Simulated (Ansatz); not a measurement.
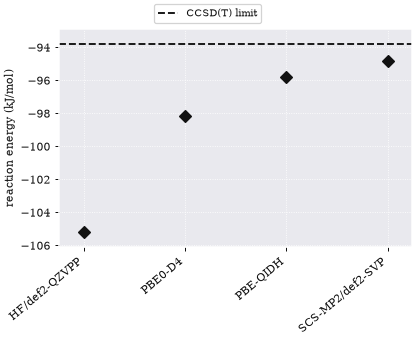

Electronic reaction energy of SnNH₄Br ([NH2][SnH2][Br]) + HCl (Cl) → SnH₂BrCl ([Cl][SnH2][Br]) + NH₃ (N) (SMILES in brackets) at several levels (functionals in def2-TZVPP unless a basis is named), isolated molecules at PBE0-D4 triple-zeta geometries, minima by their frequencies, no zero-point or thermal terms, the Ansatz code. The line is frozen-core CCSD(T) at the basis limit (MP2 extrapolated from triple and quadruple zeta, plus CCSD(T) less MP2 in a smaller set). PBE-QIDH holds a correlation term that converges slowly with the basis, so part of the distance to the limit is basis error. No dispersion term is added to PBE-QIDH. The distance of SCS-MP2/def2-SVP to the limit includes basis error. Core potentials past Kr. The limit lies 5.4 kJ/mol from CCSD(T)/def2-TZVPP, so the line itself is uncertain by a part of that.

> Which level comes closest to the line (CCSD(T) limit), and which misses most?

Closest SCS-MP2/def2-SVP (−94.8 kJ/mol), against −93.8 kJ/mol; farthest HF/def2-QZVPP (−105.2 kJ/mol).

> Give the values.

```csv
level,kJ/mol,less CCSD(T) limit
HF/def2-QZVPP,−105.2,−11.4
PBE0-D4,−98.1,−4.3
PBE-QIDH,−95.8,−2.0
SCS-MP2/def2-SVP,−94.8,−1.0
CCSD(T) limit,−93.8,0.0
```

Known limits of this run: no scalar relativity up to krypton; outer-core shells are correlated without core-valence functions, which makes the correlated values less sure; spin-orbit coupling is left out, and with Sn it can shift these values.
